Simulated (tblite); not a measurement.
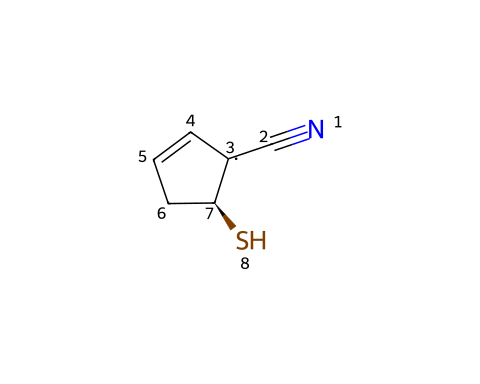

Skeletal drawing with numbered atoms; wedges and dashes mark any stereocentres. The configuration is that of a computed structure (GFN2-xTB).

> Give the R/S and E/Z labels.

C7: S.

> Write the isomeric SMILES.

N#C[C]1C=CC[C@@H]1S
